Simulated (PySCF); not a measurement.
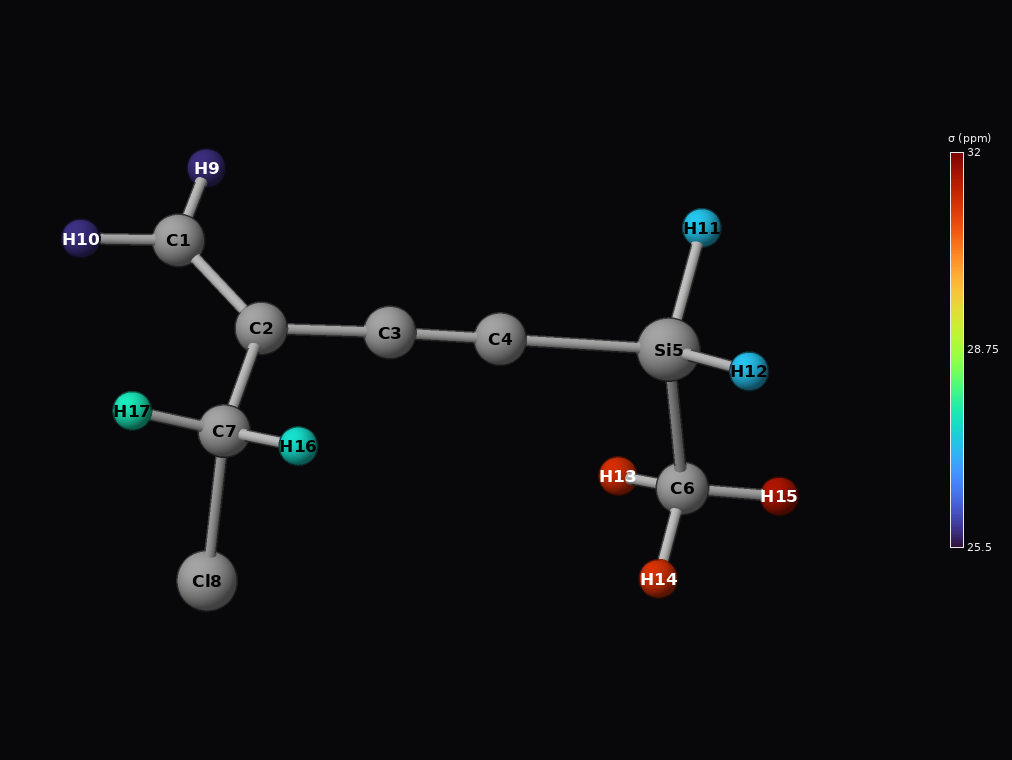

Atoms are coloured by their isotropic NMR shieldings (H only, the others grey). The geometry was computed by an optimisation with GFN2-xTB. No frequency run is at hand to confirm it as a minimum. Method: GIAO PBE0/pcSseg-1 NMR shielding, non-relativistic, gas phase (PySCF 2.14.0).

Which H atom is the most shielded (lowest chemical shift)?

Answer. H15 (31.62 ppm).

Which H atom is the least shielded (highest chemical shift)?

Answer. H9 (25.74 ppm).

How wide is the range of H shifts?

Answer. 5.88 ppm.

Give the isotropic NMR shieldings of the H atoms atom by atom.

```tsv
atom	σ (ppm)
H9	25.74
H10	25.76
H11	27.18
H12	27.17
H13	31.22
H14	31.18
H15	31.62
H16	27.50
H17	27.68
```

The geometry is semi-empirical. Around Si such bond lengths and angles can be off by a tenth of an ångström or more and by several degrees, and values that hang on the shape move with them.
